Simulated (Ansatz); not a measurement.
## Amorphous Si$_{12}$Te$_{48}$

It comes from a melt-quench run on a machine-learned potential (CHGNet), relaxed afterwards by DFT. The hot cell started wider than the set density and was brought back towards it in steps. It is the lowest in DFT energy of 4 quenches. It is a model cell: composition and starting density were chosen by hand, and all elements were melted together. No dispersion term was used.

These are PBE, scalar-relativistic without spin-orbit coupling, PAW (Ansatz default set, large-core Te) (plane waves to 420 eV; Ansatz, a quantum-chemistry and plane-wave program) values and carry that method's errors. Geometry, pressure, stress and energy are those of the PBE run. Its sampling: a 2×2×2 Γ-centred mesh; Fermi-Dirac width 0.05 eV; no spin polarisation. So small a spacing is near the smearing width and the bands' dispersion over the mesh, so it is a value of this cell and mesh.

- Number of atoms in the cell = 60
- Density (held, not predicted) = 5.28 g/cm³
- Volume per atom = 33.88 Å³
- Pressure on a 2×2×2 Γ-centred mesh = 1.22 GPa
- Largest force and stress component on that mesh (the relaxation ran on one k-point at (1/4, 1/4, 1/4)) = 0.19 eV/Å and 1.2 GPa
- Energy relative to trigonal Te + silicon (lowest mix at this level among the phases computed, not always the ambient ones) = 0.097 eV/atom
- Gap on a 2×2×2 Γ-centred mesh (PBE) = 0.14 eV
- Gap at the zone centre (PBE) = 0.21 eV

Cut-offs for bonds: Si-Si 2.54 Å, Si-Te 2.86 Å, Te-Te 3.22 Å.

| Item | Result |
|---|---|
| Mean coordination of Si | 4.00 (12 with 4) |
| Mean coordination of Te | 2.46 (28 with 2, 18 with 3, 2 with 4) |
| Mean Te-Te bond | 2.982 Å (spread 0.122 Å, 36 counted) |
| Mean Si-Te bond | 2.569 Å (spread 0.043 Å, 46 counted) |

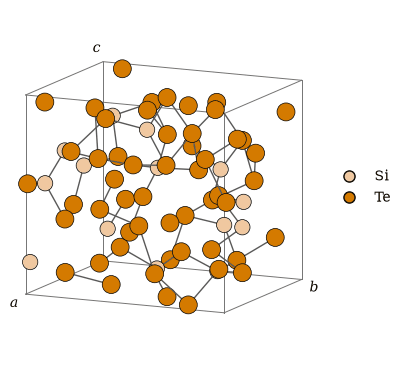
Figure: The relaxed cell

Its density started from a set value of 5.28 g/cm³. Cooling (nominally 79 K/ps over its main leg) ran many orders faster than in experiment, which tends to leave more defects and strain. One small periodic cell is one sample of the glass; other quenches scatter about these values. The volume was held where the preparation left it and the shape relaxed, at a PBE pressure of 1.2 GPa. Stress components on the final sampling reach 1.2 GPa. On a 2×2×2 Γ-centred mesh force components of up to 0.19 eV/Å stay, since the relaxation ran on one k-point at (1/4, 1/4, 1/4).
